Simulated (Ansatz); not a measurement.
Starting cell, MgH2 (rutile):

```
MgH2
1.0
    9.03458     0.00000     0.00000
    0.00000     4.51729     0.00000
    0.00000     0.00000     3.01286
Mg H
4 8
Direct
  0.00000   0.00000   0.00000
  0.50000   0.00000   0.00000
  0.25000   0.50000   0.50000
  0.75000   0.50000   0.50000
  0.15220   0.30441   0.00000
  0.65220   0.30441   0.00000
  0.40220   0.19559   0.50000
  0.90220   0.19559   0.50000
  0.09780   0.80441   0.50000
  0.59780   0.80441   0.50000
  0.34780   0.69559   0.00000
  0.84780   0.69559   0.00000
```

A phonon eigenvector at X = (0.5, 0.0, 0.0) is frozen into this cell: atom i moves by Q times the vector below, so Q is the largest atomic displacement, in Å. The cell is held. It is one choice among 2 degenerate patterns. (q is in reciprocal vectors of the primitive cell; the cell shown is doubled to hold the pattern.)

```json
[
 {"atom": "Mg3", "x": "-0.999", "y": "-0.040", "z": "0.000"},
 {"atom": "Mg4", "x": "0.999", "y": "0.040", "z": "0.000"},
 {"atom": "H5", "x": "-0.604", "y": "0.063", "z": "0.000"},
 {"atom": "H6", "x": "0.604", "y": "-0.063", "z": "0.000"},
 {"atom": "H7", "x": "-0.362", "y": "0.035", "z": "0.000"},
 {"atom": "H8", "x": "0.362", "y": "-0.035", "z": "0.000"},
 {"atom": "H9", "x": "-0.362", "y": "0.035", "z": "0.000"},
 {"atom": "H10", "x": "0.362", "y": "-0.035", "z": "0.000"},
 {"atom": "H11", "x": "-0.604", "y": "0.063", "z": "0.000"},
 {"atom": "H12", "x": "0.604", "y": "-0.063", "z": "0.000"}
]
```

Atoms not listed stay in place.

Calculation: PBE (plane waves to 420 eV, PAW, scalar-relativistic; Ansatz, a first-principles code). k mesh 4×7×11 (Γ-centred), Fermi-Dirac smearing 0.05 eV. E stands for the smeared free energy. MgH2 was relaxed with its symmetry unable to fall. The zero of ΔE is the undisplaced structure.

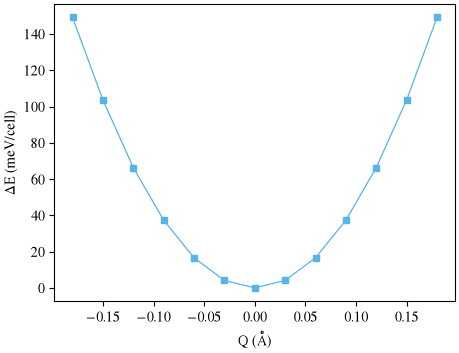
Fig. 1. ΔE (meV/cell) against Q (Å); markers are the computed points, lines only join them.

The energy at Q = 0.180 Å is 149.1 meV/cell. Space group of the distorted cell: P2/m (No. 10), lowered from P4_2/mnm. Symmetry of the curve: even: the same for both signs. Harmonic wavenumber from the curvature (finite differences): 223 cm⁻¹. Shape of the curve: a single well with its minimum at or next to zero displacement.

E″ = 9.22 eV/Å², M = Σ mᵢ|uᵢ|² = 50.6 u, ν̃ = 521.5·√(|E″|/M).

(For displaced atoms, the force is minus the slope of the energy, and its curvature is a force constant, which sets phonon frequencies.)
